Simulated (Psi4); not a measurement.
# doublet [TiH4O4]+ at 6 levels

Aim: a comparison of 6 runs (UHF/STO-3G, UHF/3-21G, UB3LYP/6-31G*, U-wB97X-V/def2-SVP, UHSE06/def2-SVP) of doublet [TiH4O4]+. 

The results are computed with Psi4 1.11.

**1. The structure to begin with**

The species is [TiH4O4]+ (9 atoms), meant as a doublet with charge +1. SMILES of the parent species: `O[Ti](O)(O)O`. The coordinates come from a PBE0-D4/def2-TZVP relaxation. This is one conformer, not always the lowest. That shape belongs to the parent species and isn't relaxed for this state.

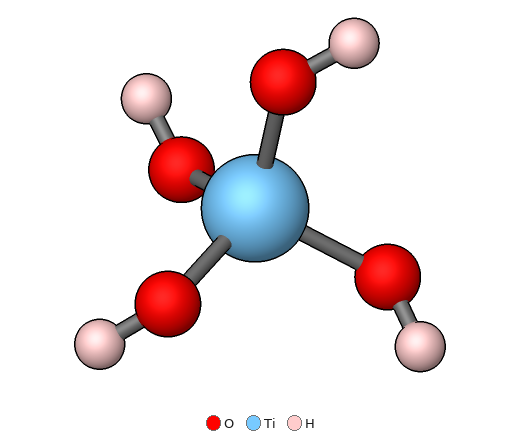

Viewed from a chosen angle; oxygen red, titanium blue, hydrogen pink.

**2. Energy and gradient at UHF/STO-3G (run 1)**

Input file calc.inp:

```
memory 2200 mb

molecule {
  1 2
  O     -0.125250     1.268390    -1.272730
  Ti     0.000070     0.000090    -0.000050
  O      1.651710    -0.715310    -0.066120
  O     -1.235630    -1.279200    -0.283830
  O     -0.290490     0.726280     1.622320
  H     -0.813470     1.413950    -1.922910
  H      2.270980    -0.885970     0.644480
  H     -1.123140    -2.176250    -0.600550
  H     -0.334770     1.648010     1.879390
  symmetry c1
}

set {
  basis         STO-3G
  reference     uhf
  puream        true
  e_convergence 1e-09
  d_convergence 1e-08
  scf_type      pk
  maxiter       100
}

e_tot, wfn = gradient('scf', return_wfn=True)
oeprop(wfn, 'MAYER_INDICES', 'LOWDIN_CHARGES', 'QUADRUPOLE')
```

Launch:

```
$ psi4 -n 1 calc.inp calc.out
```

calc.out:

```text
[...]
  Running in c1 symmetry.
[...]
  Nuclear repulsion =  327.335093136810826
[...]
  Multiplicity = 2
[...]
  Nalpha       = 29
  Nbeta        = 28
[...]
    Number of basis functions: 42
[...]
   @UHF iter   1: -1137.31461238075485   -3.34583e+00   1.21442e-02 ADIIS/DIIS
[...]
   @UHF iter  27: -1137.54299720050540   -1.81899e-12   8.58261e-09 DIIS
[...]
   @S^2 Observed:                9.120416933E-01
[...]
  @UHF Final Energy: -1137.54299720050540
   => Energetics <=
    Nuclear Repulsion Energy =            327.3350931368108263
    One-Electron Energy =               -2201.3371799020019353
    Two-Electron Energy =                 736.4590895646856552
    Total Energy =                      -1137.5429972005053969
  UHF NO Occupations:
  HONO-2 :   27  A 1.9991196
  HONO-1 :   28  A 1.9195262
[...]
  -Total Gradient:
     Atom            X                  Y                   Z
    ------   -----------------  -----------------  -----------------
       1       -0.016636663987     0.051352108333    -0.062701603854
       2       -0.064517855269    -0.023340859920     0.056687931155
       3        0.076556080576    -0.029643680101     0.010129211947
       4        0.004783787927    -0.036443376816    -0.000965392186
       5       -0.012752781145     0.033535337308     0.007898560415
       6        0.017570094385    -0.009722196352     0.020362515988
       7       -0.021579477552     0.008276510810    -0.016852887511
       8        0.003705810912     0.049132768361     0.006575346545
       9        0.012871004152    -0.043146611622    -0.021133682500
[...]
 Multipole Moments:
 ------------------------------------------------------------------------------------
     Multipole            Electronic (a.u.)      Nuclear  (a.u.)        Total (a.u.)
 ------------------------------------------------------------------------------------
 L = 1.  Multiply by 2.5417464519 to convert [e a0] to [Debye]
 Dipole X            :         -1.0285826           -0.0006373           -1.0292199
 Dipole Y            :         -0.3715976           -0.0005809           -0.3721785
 Dipole Z            :          0.9028474            0.0005717            0.9034191
 Magnitude           :                                                    1.4191464
 L = 2.  Multiply by 1.3450342976 to convert [e a0^2] to [Debye ang]
 Quadrupole XX       :       -172.6036031          150.1011155          -22.5024876
 Quadrupole XY       :          3.7969089           -3.6973901            0.0995188
[...]
```

Wall time 3 s (1 thread of Intel Xeon Platinum 8375C at 2.90GHz (Ice Lake), shared host); peak memory 0.2 GiB.

**3. Energy and forces at UHF/3-21G (run 2)**

Input file input.dat:

```
memory 2.2 GB

molecule system {
  1 2
  O     -0.125250     1.268390    -1.272730
  Ti     0.000070     0.000090    -0.000050
  O      1.651710    -0.715310    -0.066120
  O     -1.235630    -1.279200    -0.283830
  O     -0.290490     0.726280     1.622320
  H     -0.813470     1.413950    -1.922910
  H      2.270980    -0.885970     0.644480
  H     -1.123140    -2.176250    -0.600550
  H     -0.334770     1.648010     1.879390
  symmetry c1
}

set basis 3-21G
set reference uhf
set puream true
set e_convergence 1e-09
set d_convergence 1e-08
set scf_type pk
set maxiter 100

E, wfn = gradient("hf", return_wfn=True)
print_variables()
```

Launch:

```
$ psi4 -n 1 input.dat output.dat
```

output.dat:

```text
[...]
  Running in c1 symmetry.
[...]
  Nuclear repulsion =  327.335093136810826
[...]
  Multiplicity = 2
[...]
  Nalpha       = 29
  Nbeta        = 28
[...]
    Number of basis functions: 71
[...]
   @UHF iter   1: -1143.79313022409292   -2.07083e+00   1.29945e-02 ADIIS/DIIS
[...]
   @UHF iter  30: -1144.23987320260744   -4.77485e-12   8.59994e-09 DIIS
[...]
   @S^2 Observed:                1.144309741E+00
[...]
  @UHF Final Energy: -1144.23987320260744
   => Energetics <=
    Nuclear Repulsion Energy =            327.3350931368108263
    One-Electron Energy =               -2210.1420663392823371
    Two-Electron Energy =                 738.5670999998641264
    Total Energy =                      -1144.2398732026072139
  UHF NO Occupations:
  HONO-2 :   27  A 1.9991481
  HONO-1 :   28  A 1.7839325
[...]
 Multipole Moments:
 ------------------------------------------------------------------------------------
     Multipole            Electronic (a.u.)      Nuclear  (a.u.)        Total (a.u.)
 ------------------------------------------------------------------------------------
 L = 1.  Multiply by 2.5417464519 to convert [e a0] to [Debye]
 Dipole X            :         -1.3862101           -0.0006373           -1.3868474
 Dipole Y            :         -0.5021264           -0.0005809           -0.5027073
 Dipole Z            :          1.2154557            0.0005717            1.2160274
 Magnitude           :                                                    1.9117487
[...]
  -Total Gradient:
     Atom            X                  Y                   Z
    ------   -----------------  -----------------  -----------------
       1        0.012034849469     0.037097136347    -0.037107665424
       2       -0.076805938753    -0.027876228706     0.067315767871
       3        0.049031074908    -0.014966619747    -0.016434373307
       4        0.015820989944     0.010079471158     0.006761069902
       5       -0.001563164681    -0.004886397881    -0.019218969506
       6       -0.000584805207    -0.013440446882     0.013105359536
       7       -0.017257345198     0.006976769120     0.002530856807
       8        0.011818124087     0.030568126068     0.005159171876
       9        0.007506215430    -0.023551809477    -0.022111217755
[...]
```

It took 3.9 s on 1 thread of Intel Xeon Platinum 8375C at 2.90GHz (Ice Lake), shared host; peak memory 0.25 GiB.

**4. Energy and forces at UB3LYP/6-31G(d) (spherical functions) (run 3)**

Input file job.py:

```python
import psi4

psi4.set_memory('2200 MB')
psi4.set_num_threads(1)
psi4.core.set_output_file('run.log', False)

m = psi4.geometry("""
1 2
O     -0.125250     1.268390    -1.272730
Ti     0.000070     0.000090    -0.000050
O      1.651710    -0.715310    -0.066120
O     -1.235630    -1.279200    -0.283830
O     -0.290490     0.726280     1.622320
H     -0.813470     1.413950    -1.922910
H      2.270980    -0.885970     0.644480
H     -1.123140    -2.176250    -0.600550
H     -0.334770     1.648010     1.879390
units angstrom
symmetry c1
""")

options = {'basis': '6-31G*', 'reference': 'uks', 'puream': True, 'e_convergence': 1e-09, 'd_convergence': 1e-08, 'scf_type': 'pk', 'dft_radial_points': 99, 'dft_spherical_points': 590, 'maxiter': 100}
psi4.set_options(options)

e, wfn = psi4.gradient("b3lyp", molecule=m, return_wfn=True)
psi4.oeprop(wfn, "QUADRUPOLE", "LOWDIN_CHARGES", "MAYER_INDICES", title="B3LYP")
print('gradient / Eh bohr^-1')
print(e.np.round(6))
print(f'energy = {wfn.energy():.10f} Eh')
```

Launch:

```
$ python job.py
```

run.log:

```text
[...]
  Running in c1 symmetry.
[...]
  Nuclear repulsion =  327.335093136810826
[...]
  Multiplicity = 2
[...]
  Nalpha       = 29
  Nbeta        = 28
[...]
    Number of basis functions: 98
[...]
   @UKS iter   1: -1151.78666555136260   -4.03418e-01   1.36383e-02 ADIIS/DIIS
[...]
   @UKS iter  28: -1152.52313819183610   -4.82032e-11   9.42720e-09 DIIS
[...]
   @S^2 Observed:                7.742177166E-01
[...]
  @UKS Final Energy: -1152.52313819183610
   => Energetics <=
    Nuclear Repulsion Energy =            327.3350931368108263
    One-Electron Energy =               -2219.5510675498298951
    Two-Electron Energy =                 802.3159127493763663
    DFT Exchange-Correlation Energy =     -62.6230765281934652
    Empirical Dispersion Energy =           0.0000000000000000
    VV10 Nonlocal Energy =                  0.0000000000000000
    Total Energy =                      -1152.5231381918360967
[...]
  -Total Gradient:
     Atom            X                  Y                   Z
    ------   -----------------  -----------------  -----------------
       1       -0.013491788648     0.002615182674    -0.013454679387
       2        0.010500020188     0.003846764227    -0.009242043507
       3        0.012747879138    -0.002917343552     0.014132825396
       4       -0.007695790518    -0.019546176286     0.002759956674
       5       -0.010402820354     0.012984276418     0.013127886297
       6        0.013216558068    -0.005679138164     0.015705627393
       7       -0.015969395111     0.004679020572    -0.013287959806
       8        0.004048360176     0.022137927252     0.001744844933
       9        0.007047146382    -0.018120585185    -0.011486264768
[...]
 Multipole Moments:
 ------------------------------------------------------------------------------------
     Multipole            Electronic (a.u.)      Nuclear  (a.u.)        Total (a.u.)
 ------------------------------------------------------------------------------------
 L = 1.  Multiply by 2.5417464519 to convert [e a0] to [Debye]
 Dipole X            :         -0.0223545           -0.0006373           -0.0229918
 Dipole Y            :         -0.0073306           -0.0005809           -0.0079115
 Dipole Z            :          0.0194406            0.0005717            0.0200123
 Magnitude           :                                                    0.0314914
 L = 2.  Multiply by 1.3450342976 to convert [e a0^2] to [Debye ang]
 Quadrupole XX       :       -172.3973759          150.1011155          -22.2962605
 Quadrupole XY       :          1.5683988           -3.6973901           -2.1289912
[...]
```

Standard output:

```text
gradient / Eh bohr^-1
[[-0.013492  0.002615 -0.013455]
 [ 0.0105    0.003847 -0.009242]
 [ 0.012748 -0.002917  0.014133]
 [-0.007696 -0.019546  0.00276 ]
 [-0.010403  0.012984  0.013128]
 [ 0.013217 -0.005679  0.015706]
 [-0.015969  0.004679 -0.013288]
 [ 0.004048  0.022138  0.001745]
 [ 0.007047 -0.018121 -0.011486]]
energy = -1152.5231381918 Eh
```

Run time: 83 s. Hardware: 1 thread of Intel Xeon Platinum 8375C at 2.90GHz (Ice Lake), shared host; peak memory 0.97 GiB.

Runs 4 to 5 aren't shown in full; the table further down has their settings and results.

**5. Energy and gradient at UHSE06/def2-SVP (run 6)**

Input file run.py:

```python
import psi4

psi4.set_memory('2200 MB')
psi4.set_num_threads(1)
psi4.core.set_output_file('run.log', False)

m = psi4.geometry("""
1 2
O     -0.125250     1.268390    -1.272730
Ti     0.000070     0.000090    -0.000050
O      1.651710    -0.715310    -0.066120
O     -1.235630    -1.279200    -0.283830
O     -0.290490     0.726280     1.622320
H     -0.813470     1.413950    -1.922910
H      2.270980    -0.885970     0.644480
H     -1.123140    -2.176250    -0.600550
H     -0.334770     1.648010     1.879390
symmetry c1
""")

options = {'basis': 'def2-SVP', 'reference': 'uks', 'puream': True, 'e_convergence': 1e-09, 'd_convergence': 1e-08, 'scf_type': 'pk', 'dft_radial_points': 99, 'dft_spherical_points': 590, 'maxiter': 100}
psi4.set_options(options)

energy_value, wavefunction = psi4.gradient("HSE06", molecule=m, return_wfn=True)
psi4.oeprop(wavefunction, "MULLIKEN_CHARGES", "LOWDIN_CHARGES", "DIPOLE", title="HSE06")
print('gradient / Eh bohr^-1')
print(energy_value.np.round(6))
print(f'energy = {wavefunction.energy():.10f} Eh')
for k, v in sorted(psi4.core.scalar_variables().items()):
    print(f'{k:45s} {v:18.10f}')
```

Launch:

```
$ python run.py
```

run.log:

```text
[...]
  Running in c1 symmetry.
[...]
  Nuclear repulsion =  327.335093136810826
[...]
  Multiplicity = 2
[...]
  Nalpha       = 29
  Nbeta        = 28
[...]
    Number of basis functions: 107
[...]
   @UKS iter   1: -1151.11010296187101   -3.43628e-01   1.16116e-02 DIIS/ADIIS
[...]
   @UKS iter  38: -1151.77157624042388    2.59661e-10   5.29884e-09 DIIS
[...]
   @S^2 Observed:                7.814108697E-01
[...]
  @UKS Final Energy: -1151.77157624042388
   => Energetics <=
    Nuclear Repulsion Energy =            327.3350931368108263
    One-Electron Energy =               -2219.0037263981248543
    Two-Electron Energy =                 799.1193102409863513
    DFT Exchange-Correlation Energy =     -59.2222532200963201
    Empirical Dispersion Energy =           0.0000000000000000
    VV10 Nonlocal Energy =                  0.0000000000000000
    Total Energy =                      -1151.7715762404238831
[...]
  -Total Gradient:
     Atom            X                  Y                   Z
    ------   -----------------  -----------------  -----------------
       1        0.000241391624     0.011444210238    -0.022194221301
       2       -0.011532493244    -0.004442410035     0.009778909552
       3        0.024764611542    -0.002218376908     0.000325906282
       4       -0.003107876259    -0.018422788605    -0.005119784265
       5       -0.002535884009     0.016519306400     0.010316790301
       6        0.005991940730    -0.005832254817     0.017066438511
       7       -0.017618776876     0.001567108833    -0.006890035341
       8        0.001955827573     0.016612449648     0.005033139849
       9        0.001846593086    -0.015225163106    -0.008321398228
[...]
 Multipole Moments:
 ------------------------------------------------------------------------------------
     Multipole            Electronic (a.u.)      Nuclear  (a.u.)        Total (a.u.)
 ------------------------------------------------------------------------------------
 L = 1.  Multiply by 2.5417464519 to convert [e a0] to [Debye]
 Dipole X            :          0.0094379           -0.0006373            0.0088006
 Dipole Y            :          0.0023375           -0.0005809            0.0017566
 Dipole Z            :         -0.0098472            0.0005717           -0.0092754
 Magnitude           :                                                    0.0129062
[...]
```

On the terminal:

```text
gradient / Eh bohr^-1
[[ 0.000241  0.011444 -0.022194]
 [-0.011532 -0.004442  0.009779]
 [ 0.024765 -0.002218  0.000326]
 [-0.003108 -0.018423 -0.00512 ]
 [-0.002536  0.016519  0.010317]
 [ 0.005992 -0.005832  0.017066]
 [-0.017619  0.001567 -0.00689 ]
 [ 0.001956  0.016612  0.005033]
 [ 0.001847 -0.015225 -0.008321]]
energy = -1151.7715762404 Eh
CURRENT ENERGY                                  -1151.7715762404
CURRENT REFERENCE ENERGY                        -1151.7715762404
DD SOLVATION ENERGY                                 0.0000000000
DFT FUNCTIONAL TOTAL ENERGY                     -1151.7715762404
DFT TOTAL ENERGY                                -1151.7715762404
DFT VV10 ENERGY                                     0.0000000000
DFT XC ENERGY                                     -59.2222532201
GRID ELECTRONS ALPHA                               29.0000017085
GRID ELECTRONS BETA                                28.0000014689
GRID ELECTRONS TOTAL                               57.0000031774
NUCLEAR REPULSION ENERGY                          327.3350931368
ONE-ELECTRON ENERGY                             -2219.0037263981
PCM POLARIZATION ENERGY                             0.0000000000
PE ENERGY                                           0.0000000000
SCF ITERATION ENERGY                            -1151.7715762404
SCF ITERATIONS                                     38.0000000000
SCF TOTAL ENERGY                                -1151.7715762404
TWO-ELECTRON ENERGY                               799.1193102410
XC GRID RADIAL POINTS                              99.0000000000
XC GRID SPHERICAL POINTS                          590.0000000000
XC GRID TOTAL POINTS                           503962.0000000000
```

Run time: 3.6 min. Hardware: 1 thread of Intel Xeon Platinum 8375C at 2.90GHz (Ice Lake), shared host; peak memory 1.2 GiB.

**6. The series**

```csv
run,level,integration grid,task,energy (Eh),HOMO energy (eV),LUMO energy (eV),⟨S²⟩,wall time
1,UHF/STO-3G,–,gradient,-1137.542997,-13.43,-5.04,0.912,3 s
2,UHF/3-21G,–,gradient,-1144.239873,-16.85,-7.07,1.144,3.9 s
3,UB3LYP/6-31G* (spherical functions),99 radial × 590 angular,gradient,-1152.523138,-14.02,-12.98,0.774,83 s
4,U-wB97X-V/def2-SVP,99 radial × 590 angular,energy,-1151.993884,-16.58,-11.22,0.800,9 min
5,UB3LYP/6-31G* (Cartesian functions),99 radial × 590 angular,energy,-1152.539228,-14.00,-12.95,0.773,80 s
6,UHSE06/def2-SVP,99 radial × 590 angular,gradient,-1151.771576,-13.87,-13.32,0.781,3.6 min
```

**7. Summary of results**

| quantity | value |
| --- | --- |
| run 6: total energy | -1151.77158 Eh |
| run 6: HOMO energy (highest over α and β) | -13.87 eV |
| run 6: LUMO energy (lowest over α and β) | -13.32 eV |
| run 6: ⟨S²⟩ | 0.781 |
| run 6: largest force on an atom | 1.284 eV/Å |

Totals of different functionals can't be ranked against each other. In run 1 the basis is minimal, so the values are rough. Spin contamination of the reference: run 2 ⟨S²⟩ = 1.14, run 1 ⟨S²⟩ = 0.91. All runs together took 15 min, the longest 9 min.
